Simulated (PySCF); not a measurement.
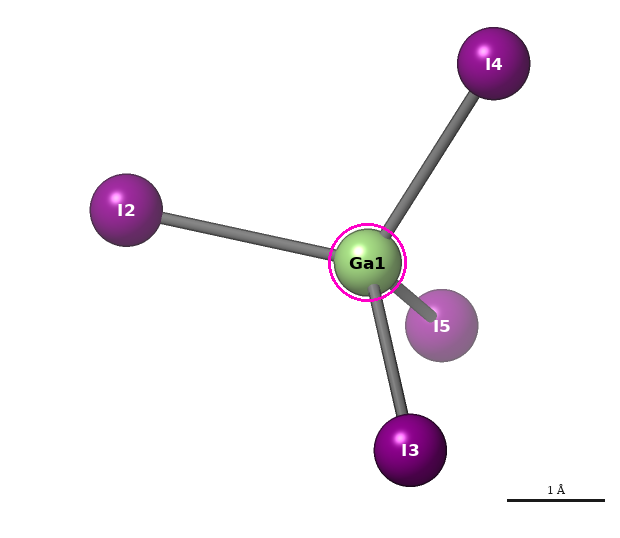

Orthographic view. Atoms fade into the background with distance from the viewer. State: charge −1, singlet. The geometry was computed by an optimisation with PBE0-D3(BJ)/def2-SVP. No frequency run is at hand to confirm it as a minimum.

### Which atoms are bonded to the circled atom?

The circled atom is Ga1; it is bonded to I2, I3, I4, I5.

### Which atom is nearest the viewer?

I3, 1.6 Å in front of the mean position.

### Which atom is farthest from the viewer?

I5, 2.4 Å behind the mean position.
